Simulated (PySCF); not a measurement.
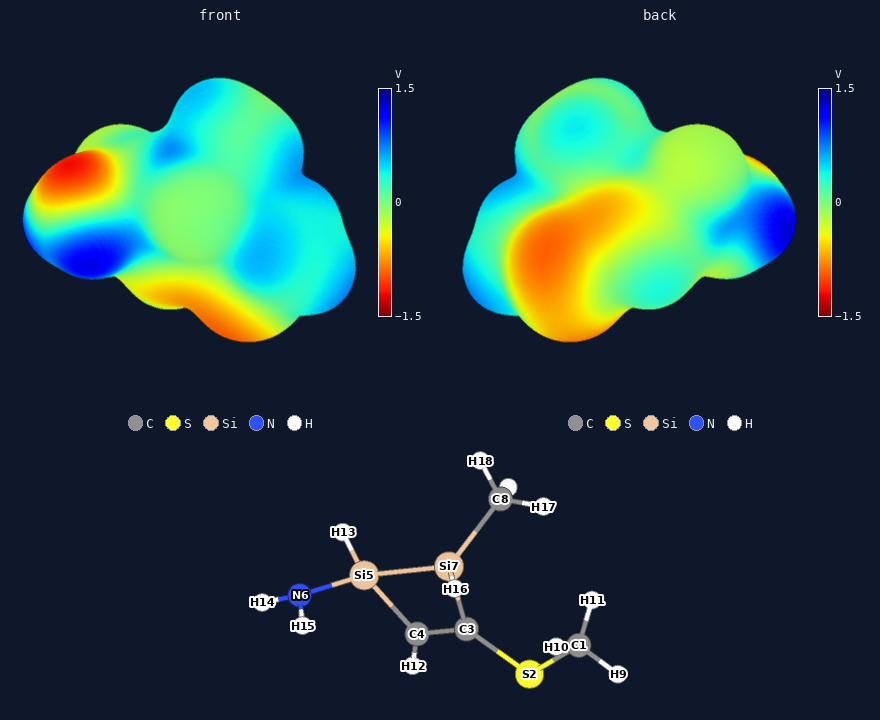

The picture shows: C$_{4}$H$_{11}$NSSi$_{2}$. The electrostatic potential painted on the density surface at 0.001 e/bohr³, seen from the front and from behind; the colour scale runs from red (negative) to blue (positive). The bare structure is drawn below in the same view.

Geometry: GFN2-xTB.

The calculation used PBE0/pcSseg-1, SCF density, gas phase, non-relativistic in PySCF.

```yaml
atoms:
  - { symbol: C, position_ang: [3.0193, -0.0714, 0.2980] }
  - { symbol: S, position_ang: [2.1010, -1.5918, -0.0924] }
  - { symbol: C, position_ang: [0.4527, -1.0054, -0.0916] }
  - { symbol: C, position_ang: [-0.6088, -1.7952, -0.3484] }
  - { symbol: Si, position_ang: [-2.1105, -0.6455, -0.2008] }
  - { symbol: N, position_ang: [-3.2492, -0.8201, 1.0892] }
  - { symbol: Si, position_ang: [-0.2928, 0.7377, 0.2567] }
  - { symbol: C, position_ang: [0.2633, 2.0774, -0.9757] }
  - { symbol: H, position_ang: [4.0572, -0.3600, 0.4331] }
  - { symbol: H, position_ang: [2.6285, 0.3621, 1.2128] }
  - { symbol: H, position_ang: [2.9318, 0.6269, -0.5285] }
  - { symbol: H, position_ang: [-0.5216, -2.8471, -0.5798] }
  - { symbol: H, position_ang: [-2.9679, -0.6063, -1.3904] }
  - { symbol: H, position_ang: [-4.0223, -1.4558, 0.9723] }
  - { symbol: H, position_ang: [-2.9011, -0.8860, 2.0324] }
  - { symbol: H, position_ang: [0.1026, 1.2145, 1.6007] }
  - { symbol: H, position_ang: [1.2613, 2.4505, -0.7626] }
  - { symbol: H, position_ang: [-0.4131, 2.9262, -0.9389] }
  - { symbol: H, position_ang: [0.2598, 1.6984, -1.9935] }
```

Question: Where is the surface potential most negative and most positive?

Answer: The most negative region (about −1.1 V) lies over N6, the most positive (about +1.2 V) over H14 and H15. N6 is the likeliest acceptor of a hydrogen bond.

Question: What dipole moment does the calculation give?

Answer: Its dipole moment is 1.16 D.
